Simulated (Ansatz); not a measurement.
## Electronic structure of C3H9FZr in real space

```json
{"atom": "C", "x (Å)": "-1.8237", "y (Å)": "0.5855", "z (Å)": "0.8197"}
{"atom": "Zr", "x (Å)": "-0.1507", "y (Å)": "0.1947", "z (Å)": "-0.5763"}
{"atom": "C", "x (Å)": "1.6501", "y (Å)": "1.2642", "z (Å)": "0.1415"}
{"atom": "C", "x (Å)": "0.2797", "y (Å)": "-1.9780", "z (Å)": "-0.5430"}
{"atom": "F", "x (Å)": "-0.6022", "y (Å)": "0.7521", "z (Å)": "-2.3401"}
{"atom": "H", "x (Å)": "-2.7529", "y (Å)": "0.8578", "z (Å)": "0.3077"}
{"atom": "H", "x (Å)": "-1.5727", "y (Å)": "1.4008", "z (Å)": "1.5101"}
{"atom": "H", "x (Å)": "-2.0266", "y (Å)": "-0.3075", "z (Å)": "1.4256"}
{"atom": "H", "x (Å)": "2.5125", "y (Å)": "0.5847", "z (Å)": "0.1534"}
{"atom": "H", "x (Å)": "1.9136", "y (Å)": "2.1227", "z (Å)": "-0.4857"}
{"atom": "H", "x (Å)": "1.5062", "y (Å)": "1.6306", "z (Å)": "1.1659"}
{"atom": "H", "x (Å)": "0.7366", "y (Å)": "-2.3323", "z (Å)": "-1.4737"}
{"atom": "H", "x (Å)": "0.9682", "y (Å)": "-2.2178", "z (Å)": "0.2778"}
{"atom": "H", "x (Å)": "-0.6380", "y (Å)": "-2.5576", "z (Å)": "-0.3826"}
```

Geometry: PBE0-D4/def2-TZVP; core potentials replace the inner electrons of Zr.

These are results of Ansatz 0.2.0, RKS PBE0-D4/def2-TZVPP, not measurements.

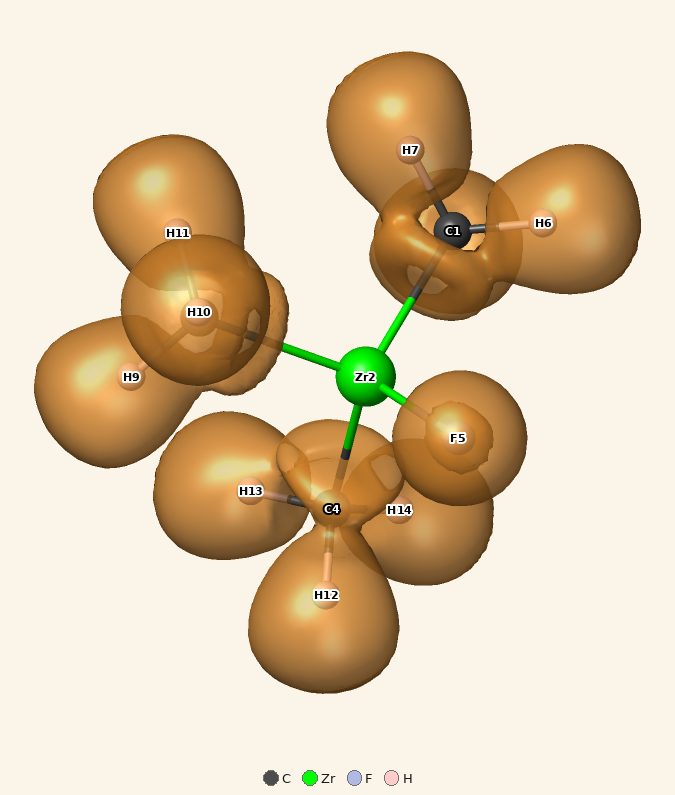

Figure 1. Isosurface of the ELF at 0.75 (orange), seen at a tilt. Only the valence region is drawn (cores and ρ < 0.01 e/Å³ removed).

### Describe the localisation domains.

At this value the surface marks out one region wrapped around F (its valence shell) and three joined regions spread over several atoms (C, H), in which their bonds and any lone pairs are merged. Profiles from the grid: Zr–F (1.90 Å): the ELF peaks at about 0.85 in the valence shell of F, 0.5 Å from its nucleus, and drops to about 0.20 between the two atoms. C–Zr (2.21 Å): the ELF peaks at about 0.95 in the valence shell of C, 0.7 Å from its nucleus, and is about 0.50 at the midpoint.

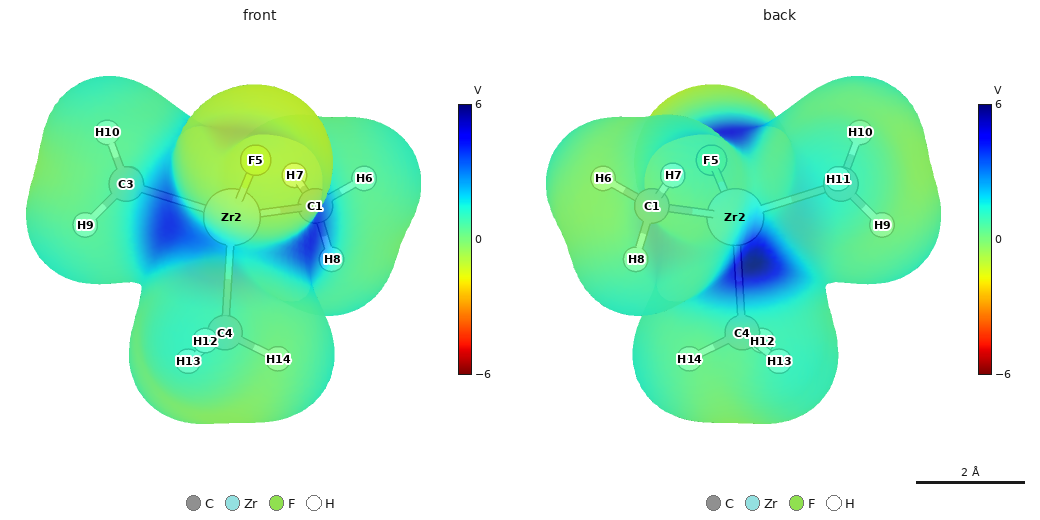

Figure 2. The molecular electrostatic potential painted on the density surface at 0.004 e/bohr³, seen from the front and from behind; red is negative and blue positive.

### Where is the surface potential most negative and most positive?

The most negative region (about −1.3 V) lies over F5, the most positive (about +5.0 V) over Zr2.

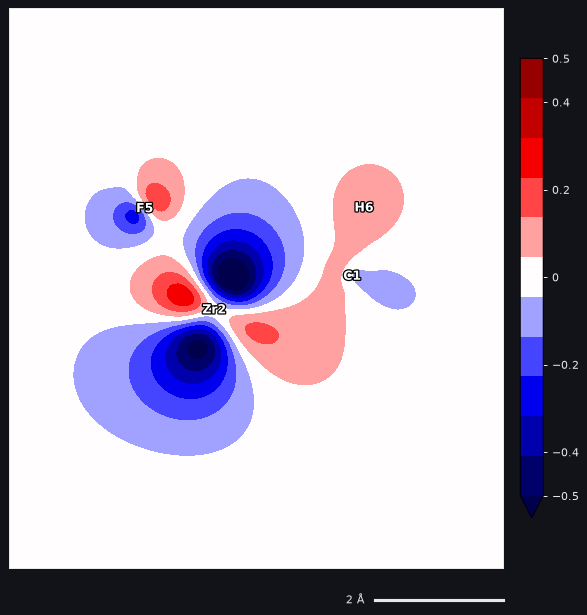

Figure 3. The LUMO on the plane of atoms C1, Zr2 and F5 (values in Å⁻³ᐟ²; the overall sign is arbitrary).

### Where does this orbital lie, and at what energy?

Its weight (Hirshfeld) is mainly on Zr2 (about 70 %). Its energy is −0.92 eV.
